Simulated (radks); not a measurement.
The calculation used the in-house radial solver radks at this level: Dirac Kohn-Sham, PBEsol, spin-unpolarised, spherical densities, finite nucleus. The occupation of the 4d shell is varied from Ru⁺ ([Kr] 4d6 5s1 (open shells shared over both j by 2j + 1)) to Ru ([Kr] 4d7 5s1 (open shells shared over both j by 2j + 1)), with spherical fractional occupations. Wanted, and plotted below: the total energy less the straight line between the end points.

The curve is convex (below the straight line), with the largest deviation among the points computed, −1.28 eV, at 0.5. The end points differ by 10.1 eV, the energy to take the electron out. Convexity is the mark of the delocalisation error, which puts fractional charges too low; for p, d and f shells the spherical spreading of the fraction adds to it. The shell lies under occupied ones, so the straight line is a guide here rather than an exact condition.

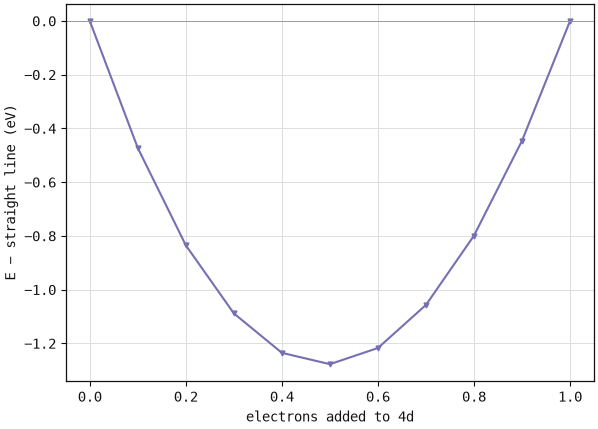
